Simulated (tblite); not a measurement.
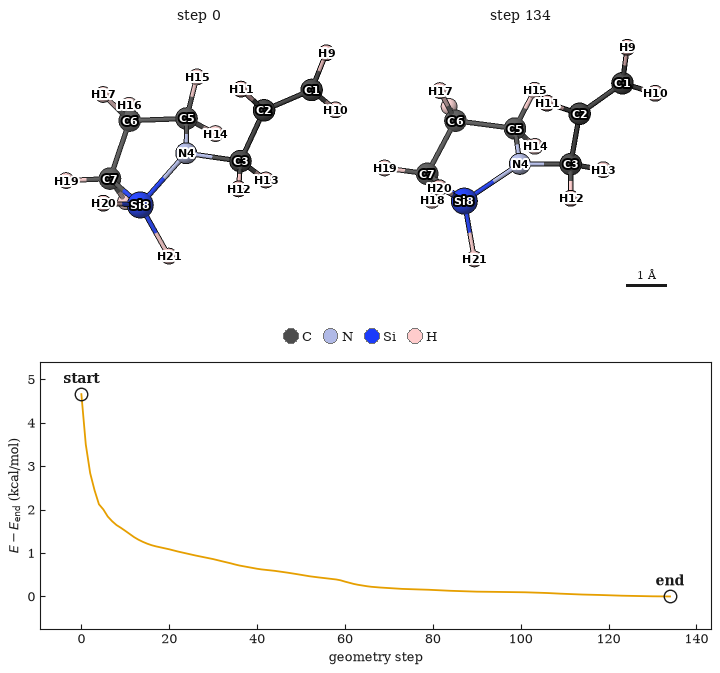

First and last geometry of a relaxation of C6H13NSi, with the history of the run. Style: ball-and-stick. Shown from a free direction.

Theory: GFN2-xTB geometry optimisation, gas phase (tblite). 

> Read the history and describe the run.

It converged. The largest move after the best rigid fit is that of H9, 0.72 Å. By element the largest moves are H 0.72 Å, N 0.55 Å, C 0.45 Å, Si 0.15 Å. Some distances before and after: C3–N4 1.479 → 1.439 Å, C1–C2 1.347 → 1.319 Å, N4–Si8 1.735 → 1.710 Å, N4–C5 1.471 → 1.449 Å. Bond angles that change, for instance: H20–Si8–H21 115.8° → 109.5°, C3–N4–Si8 122.4° → 128.1°, C3–N4–C5 112.1° → 116.6°. The energy falls by 4.66 kcal/mol in 134 geometry steps.

```tsv
step	E − E(0), kcal/mol
0	0.00
1	-1.16
2	-1.82
3	-2.21
4	-2.54
5	-2.66
6	-2.82
7	-2.93
8	-3.02
9	-3.08
10	-3.15
17	-3.51
23	-3.65
30	-3.80
36	-3.95
43	-4.06
49	-4.14
56	-4.24
62	-4.37
69	-4.46
75	-4.49
82	-4.52
88	-4.54
95	-4.56
101	-4.56
108	-4.59
114	-4.62
121	-4.64
127	-4.65
134	-4.66
```
